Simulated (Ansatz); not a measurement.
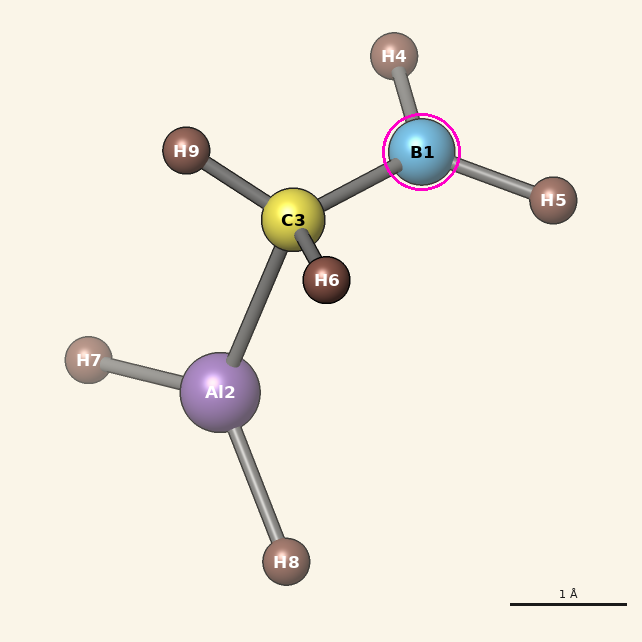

Orthographic view. Distant atoms are faded towards the background colour. The geometry was computed by an optimisation with PBE-D4/def2-SVP. No frequency run is at hand to confirm it as a minimum.

### Which atoms are bonded to the circled atom?

The circled atom is B1; it is bonded to C3, H4, H5.

### Which atom is nearest the viewer?

H6, 1.7 Å in front of the mean position.

### What is the shortest path along bonds from the circled atom to H8?

B1–C3–Al2–H8, 3 bonds; through space the two are 3.75 Å apart.

### Of B1 and H4, which is nearer the viewer?

B1; the bond to H4 points away from the viewer, so it looks shorter than its 1.22 Å.
